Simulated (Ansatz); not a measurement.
## Electronic structure of FGeH3O3···H2O in real space

The calculation's input:

```
crystal:
  periodic: [false, false, false]
  atoms:
    - { symbol: Ge, position_ang: [0.0, 0.0, 0.0] }
    - { symbol: O, position_ang: [0.0, 0.0, 2.12] }
    - { symbol: H, position_ang: [-0.9095, -0.2814, 2.4571] }
    - { symbol: O, position_ang: [1.6691, 0.0, -0.5894] }
    - { symbol: H, position_ang: [1.9855, -0.9521, -0.7061] }
    - { symbol: O, position_ang: [-0.8337, 1.4443, -0.5894] }
    - { symbol: H, position_ang: [-1.7915, 1.2136, -0.8118] }
    - { symbol: O, position_ang: [-0.8337, -1.4443, -0.5894] }
    - { symbol: H, position_ang: [-1.2883, -1.91, 0.183] }
    - { symbol: F, position_ang: [1.0384, 1.566, 0.6243] }
    - { symbol: H, position_ang: [0.6907, 1.0417, 1.6998] }
basis:
  gaussian: { orbitals: def2-SVP }
hamiltonian:
  xc: pbe
  dispersion: d4
relax:
  f_tol: 0.15
  max_steps: 25
  restrain:
    - { distance: [0, 9], at: 1.68, k: 30.0 }
    - { distance: [10, 1], at: 1.01, k: 30.0 }
    - { distance: [0, 1], at: 2.97, k: 30.0 }
    - { distance: [10, 9], at: 2.12, k: 30.0 }
output:
  orbitals: {}
```

Run with:

```sh
ansatz run input.yaml --threads 4 --pin off --max-ram 5120MiB --backend cpu --events-out ev --progress --plain --runs-dir out
```

The fields are those of the run's last geometry, not of the input's.

Not at a stationary point (largest force 1.2 eV/Å).

Level of theory: Ansatz 0.2.0, RKS PBE-D4/def2-SVP.

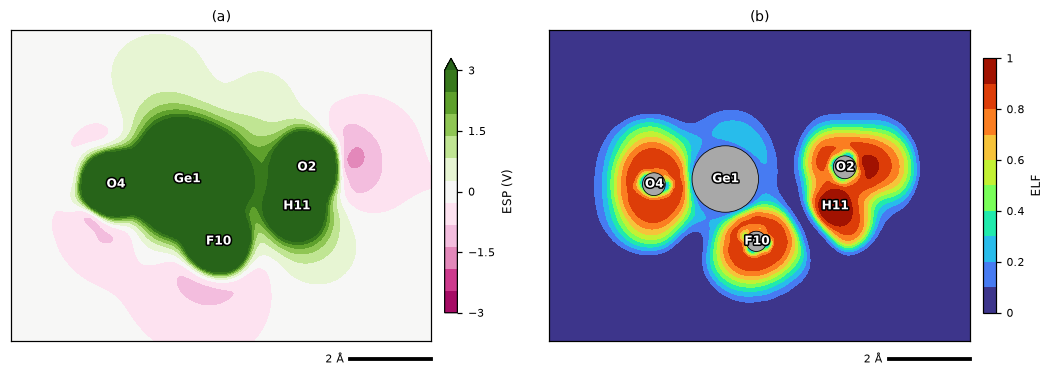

Figure 1. (a) molecular electrostatic potential; (b) electron localisation function on the plane of atoms O4, Ge1 and F10. Grey discs cover the atomic cores in the ELF map.

What do the fields say about this system?

The plane passes through Ge, O, F and H nuclei. Ge–F (1.72 Å): the ELF peaks at about 0.80 in the valence shell of F, 0.5 Å from its nucleus, and is about 0.25 at the midpoint. Ge–O (1.77 Å): the ELF peaks at about 0.85 in the valence shell of O, 0.6 Å from its nucleus, and is about 0.35 at the midpoint. O–H (0.99 Å): the ELF climbs to about 1 towards the hydrogen, as it does in any bond to H (an ordinary covalent bond to hydrogen). The ELF also peaks beside F10, O4 and O2, away from the bonds: lone-pair regions. Outside the dense part of the complex the potential is most negative (−1.5 V) near O2.

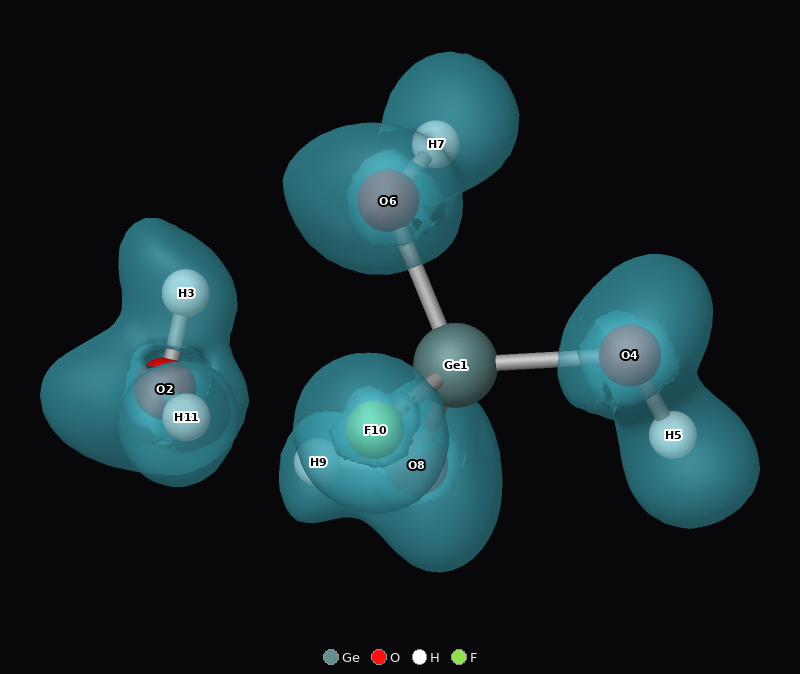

Figure 2. Isosurface of the ELF at 0.75 (cyan), seen at a tilt. Core shells and regions of very low density are left out.

What do the ELF domains correspond to?

The surface consists of one region wrapped around F (its valence shell) and four joined regions spread over several atoms (H, O), in which their bonds and any lone pairs are merged. Profiles from the grid: O2···H9 (1.93 Å): the ELF dips to about 0.15 between them (a closed-shell contact with the geometry of a hydrogen bond).

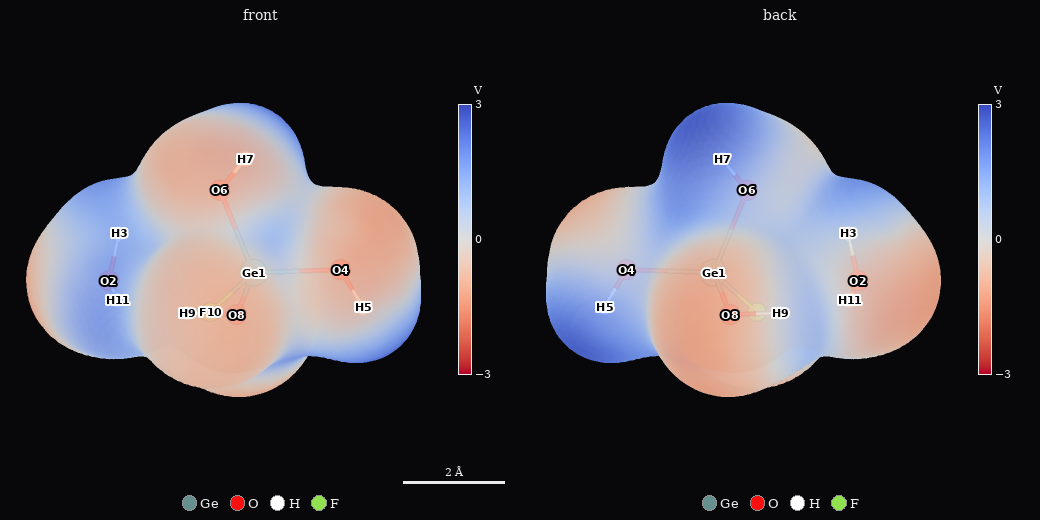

Figure 3. The molecular electrostatic potential painted on the density surface at 0.002 e/bohr³, seen from the front and from behind; red is negative and blue positive.

Describe the electrostatic potential map.

The most negative region (about −1.3 V) lies over O2 and O8, the most positive (about +2.7 V) over H5 and H7.

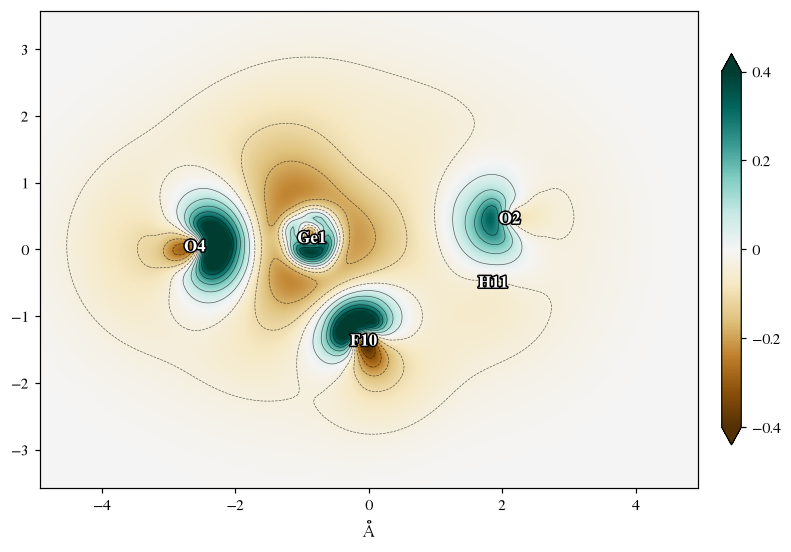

Figure 4. The LUMO on the plane of atoms O4, Ge1 and F10 (values in Å⁻³ᐟ²; the overall sign is arbitrary).

Where does this orbital lie, and at what energy?

Its weight (Hirshfeld) is mainly on Ge1 (about 30 %), O4 (about 15 %), O6 (about 10 %), O8 (about 10 %), F10 (about 10 %) and H7 (about 5 %). Its energy is −1.37 eV.
